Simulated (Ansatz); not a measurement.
## Electronic structure of C₄H₁₀GeO (SMILES CC(C)(C)[O][GeH]) in real space

The calculation's input:

```
crystal:
  periodic: [false, false, false]
  atoms:
    - {symbol: C, position_ang: [-0.385912, -1.036236, 0.879354]}
    - {symbol: C, position_ang: [0.211730, 0.083459, 0.040697]}
    - {symbol: C, position_ang: [1.707205, -0.122255, -0.136699]}
    - {symbol: C, position_ang: [-0.479202, 0.175640, -1.311477]}
    - {symbol: O, position_ang: [0.076155, 1.330194, 0.736269]}
    - {symbol: Ge, position_ang: [-1.351602, 2.224417, 1.291750]}
    - {symbol: H, position_ang: [-0.249003, -2.001926, 0.387508]}
    - {symbol: H, position_ang: [-1.457272, -0.877697, 1.023211]}
    - {symbol: H, position_ang: [0.100838, -1.076006, 1.856530]}
    - {symbol: H, position_ang: [2.135676, 0.701244, -0.711243]}
    - {symbol: H, position_ang: [1.911266, -1.057864, -0.662838]}
    - {symbol: H, position_ang: [2.201534, -0.154578, 0.836154]}
    - {symbol: H, position_ang: [-0.059150, 0.998939, -1.893800]}
    - {symbol: H, position_ang: [-0.345050, -0.749123, -1.877191]}
    - {symbol: H, position_ang: [-1.551303, 0.342675, -1.183713]}
    - {symbol: H, position_ang: [-2.488909, 1.196618, 0.769890]}
basis:
  gaussian: {orbitals: def2-TZVPP}
hamiltonian: {xc: pbe0, dispersion: d4}
output: {orbitals: {seedname: orbitals}}
```

Launched as:

```sh
ansatz run in.yaml --threads 4 --pin off --events-out ev --progress --plain --max-ram 11315MiB
```

Geometry: PBE0-D4/def2-TZVP.

These are results of RKS PBE0-D4/def2-TZVPP (Ansatz), not measurements.

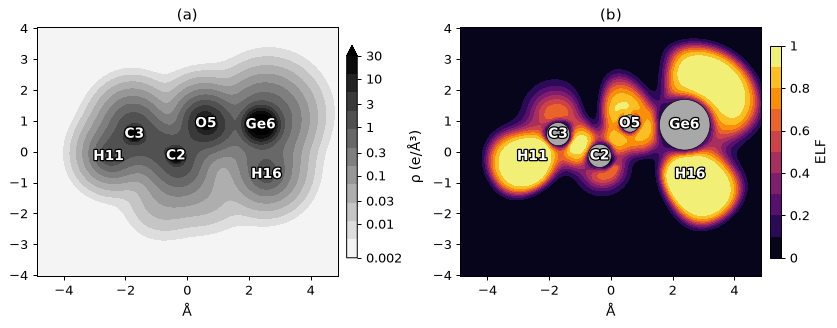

Figure 1. (a) electron density; (b) ELF on the plane of atoms C2, O5 and Ge6. Grey discs cover the atomic cores in the ELF map.

Interpret the plot.

- Atoms in the plane: C, O, Ge and H.
- C–O (1.43 Å): the density is about 1.9 e/Å³ at the midpoint, with its minimum of 1.7 e/Å³ about 0.5 Å from C; the ELF peaks at about 0.85 between the atoms; a shared but strongly polarised pair.
- C–C (1.52 Å): ρ at the midpoint is about 1.7 e/Å³; the ELF peaks at about 0.95 between the atoms, as expected for a covalent bond.
- Ge–O (1.77 Å): ρ is about 0.96 e/Å³ halfway; the ELF peaks at about 0.85 in the valence shell of O, 0.6 Å from its nucleus, and is about 0.30 at the midpoint.
- C–H (1.09 Å): ρ at the midpoint is about 2 e/Å³; the ELF climbs to about 1 towards the hydrogen, as it does in any bond to H; an ordinary covalent bond to hydrogen.
- Ge–H (1.62 Å): ρ is about 0.89 e/Å³ halfway; the ELF climbs to about 1 towards the hydrogen.
- The ELF also peaks beside O5, away from the bonds: lone-pair regions.

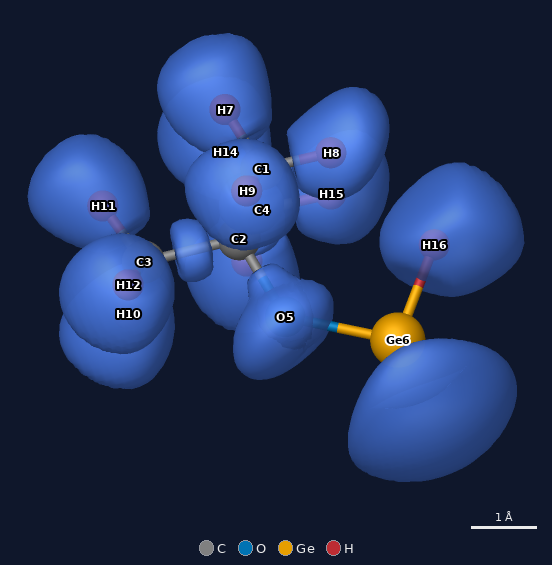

Figure 2. Isosurface of the electron localisation function at 0.75 (blue), seen from one side. Only the valence region is drawn (cores and ρ < 0.01 e/Å³ removed).

Where are the electrons localised?

At this value the surface marks out three regions between bonded C–C atoms (shared pairs), ten regions around hydrogen nuclei, one region on O in which the atom's valence shell and bonds are merged and one lobe on Ge, pointing away from the bonds (lone pairs).

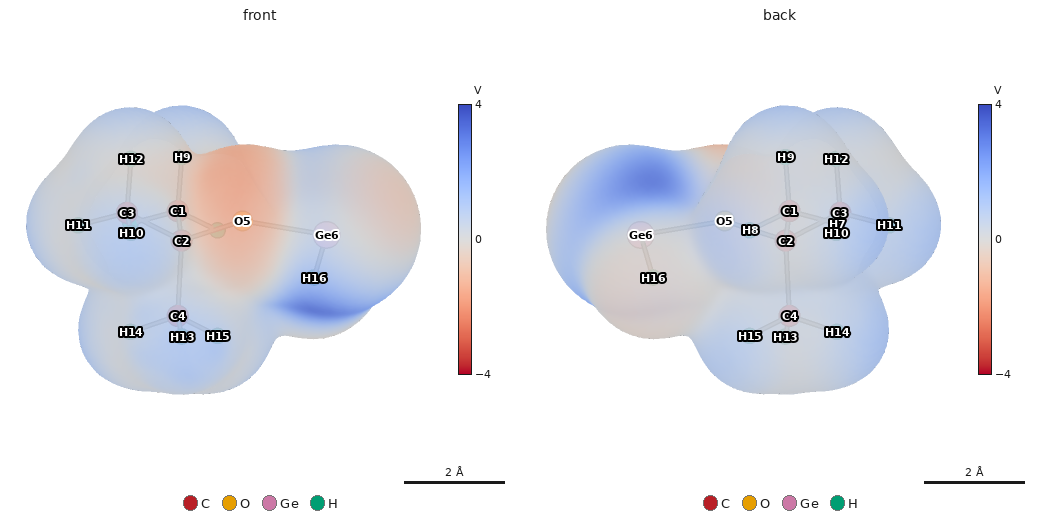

Figure 3. The electrostatic potential painted on the density surface at 0.004 e/bohr³, seen from the front and from behind; the colour scale runs from red (negative) to blue (positive).

Describe the electrostatic potential map.

The most negative region (about −1.5 V) lies over O5, the most positive (about +3.0 V) over Ge6. O5 is the likeliest acceptor of a hydrogen bond.

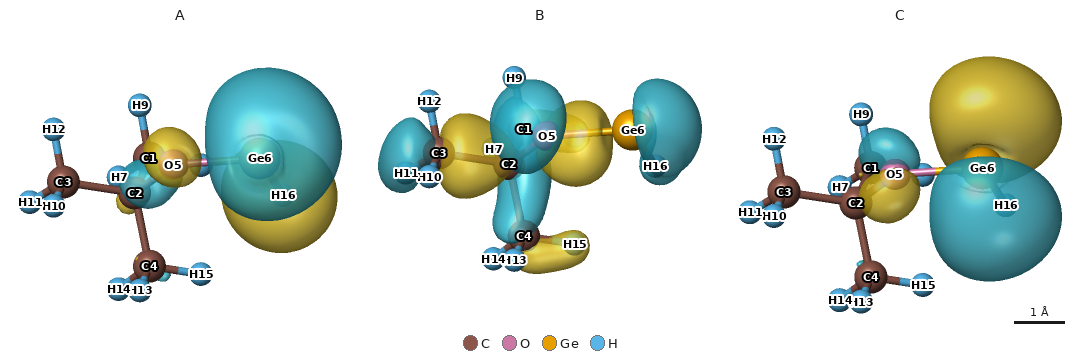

Figure 4. Three frontier orbitals at ±0.1 Å⁻³ᐟ² (yellow and cyan are the two phases), in no order.

Order the three orbitals by energy and name them.

B is the HOMO−1 (−8.19 eV). Its weight (Hirshfeld) is mainly on O5 (about 40 %), Ge6 (about 15 %), C3 (about 10 %) and C2 (about 10 %). A is the HOMO (−6.71 eV). By Hirshfeld shares it lies mainly on Ge6 (about 65 %) and H16 (about 25 %). C is the LUMO (−2.10 eV). Its weight (Hirshfeld) is mainly on Ge6 (about 80 %) and O5 (about 10 %).

What is the HOMO–LUMO gap?

4.61 eV between the orbital energies.
